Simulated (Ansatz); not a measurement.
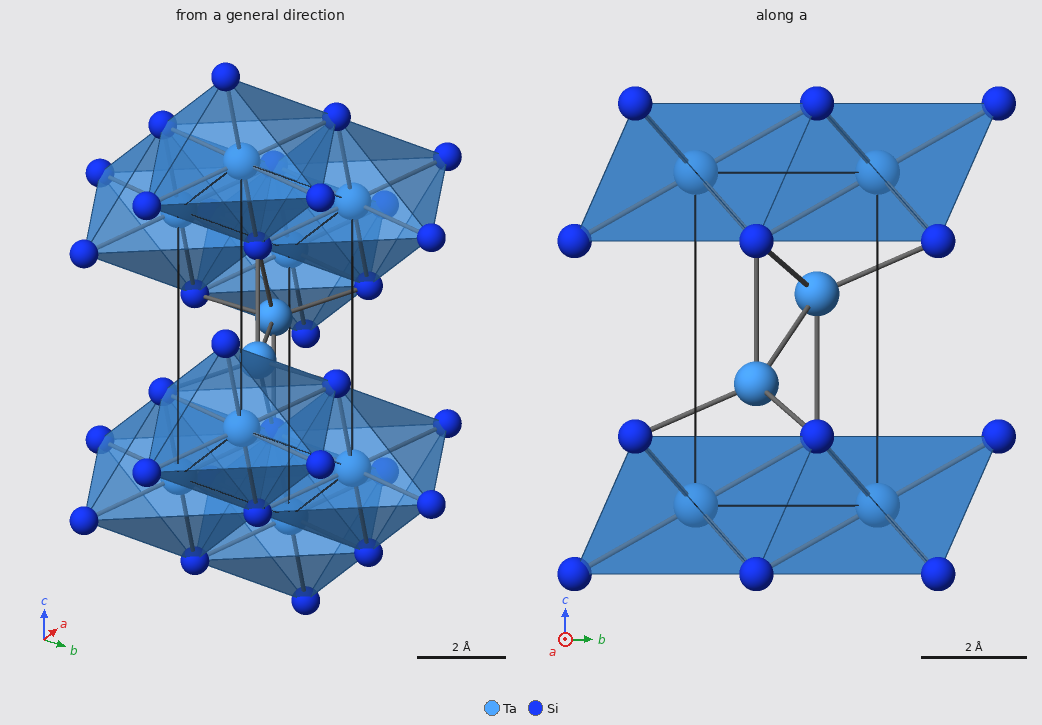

Crystal structure, polyhedral style, seen from a general direction and along the a axis. The wireframe shows the conventional unit cell. A few atoms beyond the faces are included.

Cell dimensions are a = 4.02 Å, b = 4.02 Å, c = 6.38 Å, α = 90.00°, β = 90.00°, γ = 120.00°.

Sticks mark Si–Ta up to 3.19 Å, Ta–Ta up to 3.13 Å (cut-off distances).

The composition is Ta3Si2.

Q: What is the Hermann-Mauguin symbol of the space group?

A: P-3m1 (No. 164), with Ta on 1a, Ta on 2d and Si on 2d.

Q: In how many dimensions do the bonds extend?

A: The bonds build a three-dimensional framework.

The initial geometry was a textbook structure type filled with these elements (whether it is the usual form wasn't checked). The picture shows the end point of a geometry optimisation with Ansatz 0.2.0, DFT PBE, scalar-relativistic, plane waves, PAW.
